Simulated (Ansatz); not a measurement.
**GeH₂F (doublet): inputs that go wrong**

4 inputs are run for GeH₂F (doublet) as typed; the log has to tell whether the result can be used and what must change.

Program: Ansatz 0.2.0, Gaussian basis. Level of theory: the settings change from run to run. These are calculated values, not measurements.

30 further runs of the same task are left out: 16 for a known fault of the program, 5 that didn't finish, 9 set aside as unsound or not needed.

## Step 1: What is computed

The geometry is a PBE0/def2-TZVP stationary point (not a proven minimum). No spin-orbit coupling is included. The filled d shell of Ge may be among the frozen orbitals whatever the setting's name suggests; the logs give the count.

4 atoms, charge 0, spin multiplicity 2.

Atoms are counted from 1 here; the program's logs count them from 0.

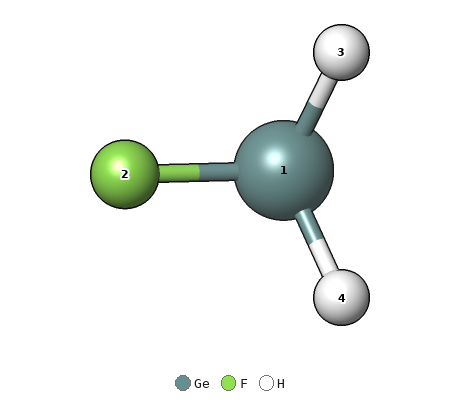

The geometry (germanium teal, fluorine green, hydrogen white); atoms are numbered from 1 in the order of the file.

## Step 2: Try 1

in.yaml

```yaml
crystal:
  periodic: [false, false, false]
  atoms:
    - {symbol: Ge, position_ang: [-0.034065, 0.000000, 0.343866]}
    - {symbol: F, position_ang: [0.057140, -0.000001, -1.399029]}
    - {symbol: H, position_ang: [0.688990, -1.294147, 0.794154]}
    - {symbol: H, position_ang: [0.688989, 1.294148, 0.794153]}
basis:
  gaussian: {orbitals: STO-3G}
magnetization: {spin_polarized: false, initial_magnetization: 1}
hamiltonian: {xc: r2scan}
correlation: {method: sc_nevpt2, electrons: valence, active_space: {window: {electrons: 3, orbitals: 3}}}
```

Launch:

```
$ ansatz run in.yaml --threads 1 --pin off --events-out ev --progress --plain --max-ram 2393MiB
```

The program printed:

```text
Error: invalid value for `correlation.active_space`: it starts from restricted Hartree–Fock orbitals; set hamiltonian.xc: hf without magnetization.spin_polarized
```

It took 0.03 s on 1 thread of Arm Neoverse V2, shared host.

What is wrong: The run was refused. An active space is asked on a functional's orbitals. Cure: start from Hartree-Fock.

## Step 3: Try 2

in.yaml

```yaml
crystal:
  periodic: [false, false, false]
  atoms:
    - {symbol: Ge, position_ang: [0.357140, 0.299999, -1.099029]}
    - {symbol: F, position_ang: [0.057140, -0.000001, -1.399029]}
    - {symbol: H, position_ang: [0.688990, -1.294147, 0.794154]}
    - {symbol: H, position_ang: [0.688989, 1.294148, 0.794153]}
basis:
  gaussian: {orbitals: "6-31G*"}
magnetization: {spin_polarized: false, initial_magnetization: 1}
hamiltonian: {xc: hf, pseudopotentials: {relativity: scalar}}
accuracy: high
output: {orbitals: {seedname: orbitals}}
```

Launched as before.

The program printed:

```text
Functional definition: HF
  name "HF"
  cite "Fock, Z. Phys. 61, 126 (1930) doi:10.1007/BF01340294"
  parent pbe
  exchange = exact_x
  correlation = 0
949 factors; integrals over basis functions are off by at most 3.4e-9 eV
mean field evaluation 1: about -59095.1368 eV, gradient 8.9e1 eV
mean field evaluation 2: about -59095.2905 eV, gradient 9.0e1 eV
mean field evaluation 4: about -59109.4240 eV, gradient 9.2e0 eV
mean field evaluation 8: about -59109.7966 eV, gradient 1.4e-1 eV
mean field evaluation 16: about -58947.5616 eV, gradient 3.2e2 eV
mean field evaluation 32: about -59108.1013 eV, gradient 1.3e1 eV
mean field evaluation 64: about -59095.0689 eV, gradient 9.0e0 eV
mean field evaluation 96: about -59100.8258 eV, gradient 6.9e1 eV
mean field evaluation 128: about -59095.8437 eV, gradient 1.3e1 eV
mean field -59109.79669275 eV, -2172.2449623993 hartree, gradient 5.7e-8 eV, S^2 0.750000; 1 other end points of the search recorded, 0 dependent functions left out
reference -59109.79669275 eV, -2172.2449623993 hartree; 22, 21 occupied and 32, 33 virtual orbitals, 949 factors
Total energy: -59109.79669275 eV, -2172.2449623993 hartree
Relativity: scalar
```

Wall time 1.8 s (1 thread of Arm Neoverse V2, shared host).

What is wrong: The run converged, which proves nothing about the input. One atom lies on top of another. The shortest distance is 0.52 Å, against 1.55 Å in the geometry of step 1. Its energy belongs to another geometry. To mend it, restore its position.

## Step 4: Try 3

in.yaml

```yaml
crystal:
  periodic: [false, false, false]
  atoms:
    - {symbol: Ge, position_ang: [0.357140, 0.299999, -1.099029]}
    - {symbol: F, position_ang: [0.057140, -0.000001, -1.399029]}
    - {symbol: H, position_ang: [0.688990, -1.294147, 0.794154]}
    - {symbol: H, position_ang: [0.688989, 1.294148, 0.794153]}
basis:
  gaussian: {orbitals: cc-pVDZ}
magnetization: {spin_polarized: true, initial_magnetization: 1}
correlation: {method: bccd_t, electrons: outside_noble_gas}
```

Same command.

The program printed, shortened:

```text
Functional definition: HF
  name "HF"
  cite "Fock, Z. Phys. 61, 126 (1930) doi:10.1007/BF01340294"
  parent pbe
[...]
550 factors; integrals over basis functions are off by at most 1.1e-3 eV
[...]
mean field -58628.61752099 eV, -2154.5619539923 hartree, gradient 2.4e-6 eV, S^2 1.820205; 21 other end points of the search recorded, 0 dependent functions left out
determinant -58628.61752099 eV, -2154.5619539923 hartree, with singles and doubles -58634.57342115 eV, -2154.7808292860 hartree
determinant -58628.25875329 eV, -2154.5487695222 hartree, with singles and doubles -58634.55347827 eV, -2154.7800963988 hartree
determinant -58628.25760331 eV, -2154.5487272615 hartree, with singles and doubles -58634.50395288 eV, -2154.7782763741 hartree
determinant -58627.34777237 eV, -2154.5152915909 hartree, with singles and doubles -58632.98952746 eV, -2154.7226222664 hartree
[...]
determinant -58628.61752099 eV, -2154.5619539923 hartree, with singles and doubles -58634.59258681 eV, -2154.7815336108 hartree
determinant -58628.25875329 eV, -2154.5487695222 hartree, with singles and doubles -58634.58802847 eV, -2154.7813660951 hartree
determinant -58628.25760331 eV, -2154.5487272615 hartree, with singles and doubles -58634.52587940 eV, -2154.7790821588 hartree
15 core orbitals not correlated: weight in the atoms' cores, before any rotation towards them, 0.801 or more for the frozen orbitals, at most 0.204 for the correlated occupied ones
reference -58628.61752099 eV, -2154.5619539923 hartree; 7, 6 occupied and 29, 30 virtual orbitals, 550 factors
second order -4.82784545 eV of doubles, -0.00000000 eV of singles
cycle   1  -6.04693909 eV  change   -7.2e-2 eV  update   5.0e-2
[...]
cycle  18  -5.99264389 eV  change    6.1e-6 eV  update   4.4e-6
perturbative correction -0.24073871 eV, -0.0088469844 hartree
Total energy: -58634.85090359 eV, -2154.7910265776 hartree
```

Wall time 27 s (1 thread of Arm Neoverse V2, shared host).

What is wrong: The run converged, which proves nothing about the input. One atom lies on top of another. The shortest distance is 0.52 Å, against 1.55 Å in the geometry of step 1. Its energy belongs to another geometry. Cure: restore its position.

## Step 5: Try 4

in.yaml

```yaml
crystal:
  periodic: [false, false, false]
  atoms:
    - {symbol: Ge, position_ang: [-0.034065, 0.000000, 0.343866]}
    - {symbol: F, position_ang: [0.057140, -0.000001, -1.399029]}
    - {symbol: H, position_ang: [0.688990, -1.294147, 0.794154]}
    - {symbol: H, position_ang: [0.688989, 1.294148, 0.794153]}
basis:
  gaussian: {orbitals: def2-TZVPP}
magnetization: {spin_polarized: false, initial_magnetization: 1}
correlation: {method: ccsdtq, electrons: all}
accuracy: high
output: {forces: true}
```

The command is unchanged.

The program printed:

```text
Functional definition: HF
  name "HF"
  cite "Fock, Z. Phys. 61, 126 (1930) doi:10.1007/BF01340294"
  parent pbe
  exchange = exact_x
  correlation = 0
1678 factors; integrals over basis functions are off by at most 4.7e-9 eV
mean field evaluation 1: about -59210.4325 eV, gradient 2.9e1 eV
mean field evaluation 2: about -59210.4376 eV, gradient 2.9e1 eV
mean field evaluation 4: about -59212.2313 eV, gradient 1.9e0 eV
mean field evaluation 8: about -59212.2631 eV, gradient 1.7e-1 eV
mean field evaluation 16: about -59211.5112 eV, gradient 2.3e1 eV
mean field -59212.26318993 eV, -2176.0105367165 hartree, gradient 6.3e-8 eV, S^2 0.750000; 0 other end points of the search recorded, 0 dependent functions left out
mean field evaluation 32: about -59212.3098 eV, gradient 1.3e-4 eV
reference -59212.26318993 eV, -2176.0105367165 hartree; 22, 21 occupied and 85, 86 virtual orbitals, 1678 factors
```

Run time: 99 s. Hardware: 1 thread of Arm Neoverse V2, shared host.

What is wrong: The run was cut at its time limit. The job is too large for the time given. Cure: a smaller basis or space, or a lower level; a longer limit helps only where the log shows it near its end.

## Step 6: How the runs ended

```
try                      level                  ended                                                cause    time
  1         NEVPT2(3,3)/STO-3G                refused  an active space is asked on a functional's orbitals  0.03 s
  2                  HF/6-31G*              converged                      one atom lies on top of another   1.8 s
  3     BCCD(T) on UHF/cc-pVDZ              converged                      one atom lies on top of another    27 s
  4  CCSDTQ on ROHF/def2-TZVPP  cut at its time limit              the job is too large for the time given    99 s
```

1 refused, 2 converged, 1 cut at its time limit. The input that converges on a wrong geometry or spin is the dangerous one: no error points at it, so geometry and ⟨S²⟩ have to be checked.
